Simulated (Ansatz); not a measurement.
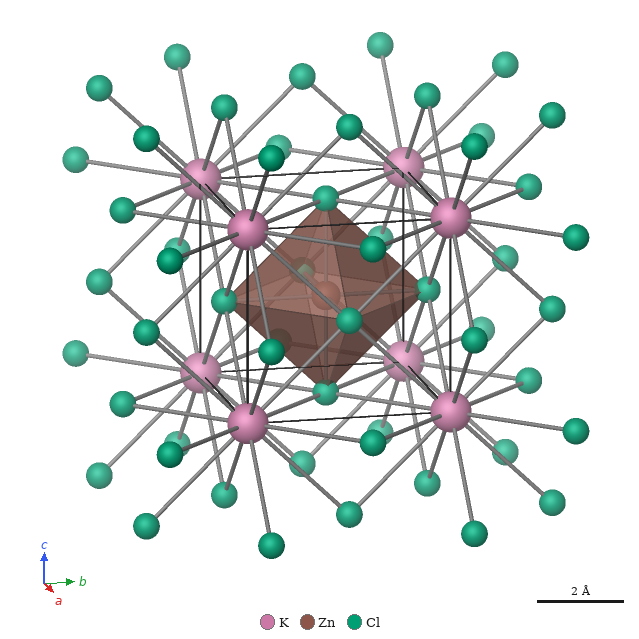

View slightly off an axis, drawn as a polyhedral model. The wireframe shows the conventional unit cell. A few atoms beyond the faces are included.

KZnCl3, space group P4/mmm (No. 123), a = 4.900 Å, b = 4.900 Å, c = 4.704 Å, α = 90.00°, β = 90.00°, γ = 90.00°. The structure comes from a structure type filled with these elements by a generator (whether the compound takes this form wasn't checked). The cell was then strained or its atoms displaced on purpose. It was the input of a calculation with Ansatz.

This one geometry was computed with Ansatz (DFT, plane waves, PAW) at three levels of theory: HSE06, r2SCAN and PBE. It was relaxed with r2SCAN and then strained.

Q: Which level gives the highest pressure at this volume, and what does that say about its equilibrium volume?

A: Highest: PBE (3.6 GPa), which points to the largest equilibrium volume. Lowest, with the smallest volume: r2SCAN (2.1 GPa). Levels within 0.5 GPa of each other can't be told apart.

Q: How does the band gap change with the level of theory?

A: PBE: a gap of 1.65 eV, indirect; r2SCAN: a gap of 2.31 eV, indirect; HSE06: a gap of 3.19 eV, indirect.

Q: Collect the results in a table.

A:
| level | cutoff (eV) | k-mesh of the run's cell | gap (eV) | pressure (GPa) |
| --- | --- | --- | --- | --- |
| HSE06 | 420 | 4×4×4 | 3.19 | 2.9 |
| r2SCAN | 500 | 6×6×6 | 2.31 | 2.1 |
| PBE | 420 | 6×6×6 | 1.65 | 3.6 |

Gaps are taken on the k-mesh or band path of each run.
